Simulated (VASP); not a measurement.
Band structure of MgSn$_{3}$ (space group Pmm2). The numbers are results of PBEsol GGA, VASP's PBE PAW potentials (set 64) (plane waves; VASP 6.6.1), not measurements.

Unless said otherwise, spin-orbit coupling is left out, though it shifts the bands of the heavy elements here.

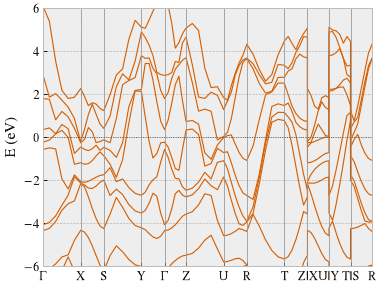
Figure: Bands along high-symmetry lines, zero at the valence-band maximum or, without a gap, the Fermi level

### Question
Read the plot: is there a gap, and where are the band edges?

### Answer
It has no gap at this level: it comes out as a metal or semimetal. (Edges off the drawn lines would not show.)

The structure comes from a computed database's MgSn3 entry (Pmm2); how it stands against other phases isn't given here. It was relaxed first.
